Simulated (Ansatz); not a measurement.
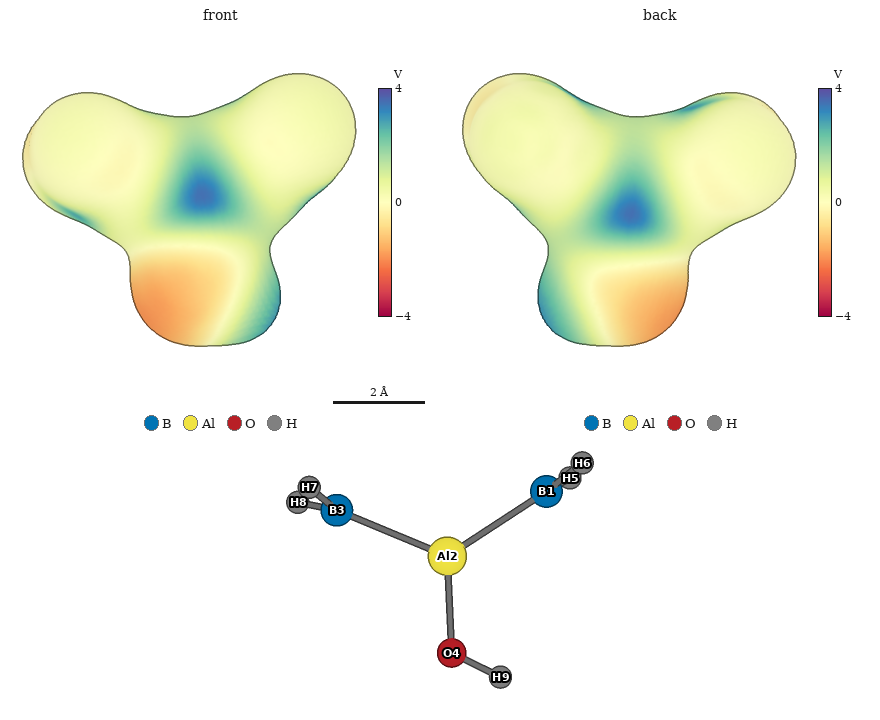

Figure. AlB2H5O. The electrostatic potential painted on the density surface at 0.004 e/bohr³, seen from the front and from behind; the colour scale runs from red (negative) to blue (positive). The bare structure is drawn below in the same view.

Theory: Ansatz, RKS PBE-D4/6-31G*.

```csv
atom,x (Å),y (Å),z (Å)
B,-0.0791,1.8105,-0.6479
Al,0.5402,-0.1313,0.0213
B,-0.8019,-1.6616,0.6881
O,2.2270,-0.5819,0.0519
H,-0.3694,2.0466,-1.7994
H,-0.2181,2.7530,0.0992
H,-1.1586,-1.7676,1.8395
H,-1.3072,-2.4623,-0.0654
H,2.8856,0.0728,-0.2422
```

Q: Where is the surface potential most negative and most positive?

A: The most negative region (about −1.8 V) lies over O4, the most positive (about +3.4 V) over Al2. O4 is the likeliest acceptor of a hydrogen bond.
